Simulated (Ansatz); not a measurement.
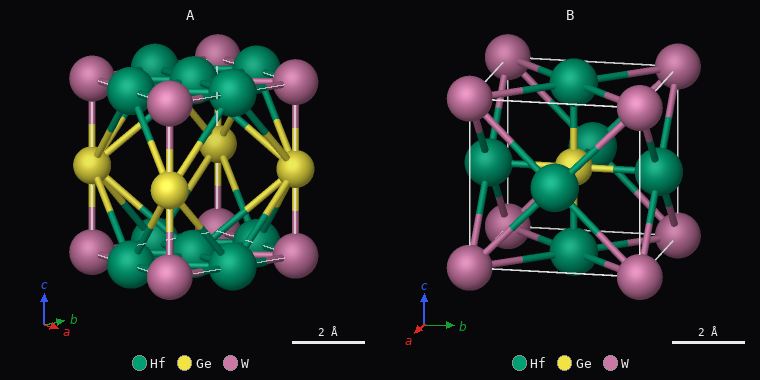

Two structures of Hf$_{3}$GeW, each relaxed to rest (conventional cells in solid outline, small ones repeated, not to one scale). Method: DFT PBE, scalar-relativistic, plane waves, PAW in Ansatz, without spin polarisation.

> Identify the two structures.

A: 5 atoms a cell on a primitive hexagonal lattice, P6/mmm. B: 5 atoms a cell on a primitive cubic lattice, Pm-3m.

> Which of the two does the method prefer?

B is lower, by 127 meV/atom at this level of theory (energies at zero smearing). Volumes: A 27.9, B 23.0 Å³/atom.

One or both may be structure types tried for this composition rather than known phases.
